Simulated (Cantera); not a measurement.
Input: 1 mol AlCl₃, 1.6 mol N₂O, 7.2 mol H₂, held at 1750 K.

Equilibrium computed with Cantera from the NASA thermochemical tables; the gas is ideal and each condensed phase is pure. Candidate condensed phases: Al, AlCl₃, AlN, Al₂O₃, H₂O, NH₄Cl; 45 gas species. The tables' values for AlCl₂ are old estimates; treat these amounts as uncertain. Gases not in the tables: Al(OH)₃. Rates play no part.

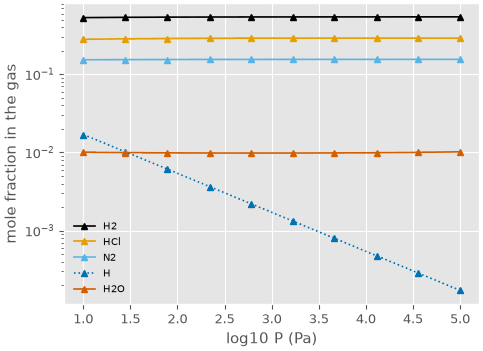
Figure: Equilibrium gas composition (values under 1e-9 drawn at 1e-9)

From 0.000100 bar to 1.00 bar the condensed part is Al₂O₃(s).
